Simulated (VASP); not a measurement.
Band structure of LiB$_{6}$C (space group Amm2). Method: r2SCAN meta-GGA, VASP's PBE PAW potentials (set 64) (plane waves; VASP).

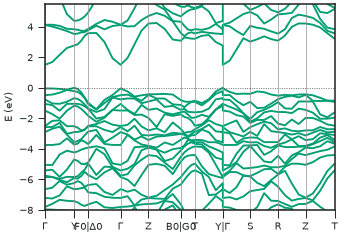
Figure: Bands along high-symmetry lines, zero at the valence-band maximum or, without a gap, the Fermi level

Q: Read the plot: is there a gap, and where are the band edges?

A: The gap is indirect, 1.50 eV, from the valence maximum at Y to the conduction minimum at Γ.

The structure comes from a computed database's LiB6C entry (Amm2); how it stands against other phases isn't given here. It was relaxed first.
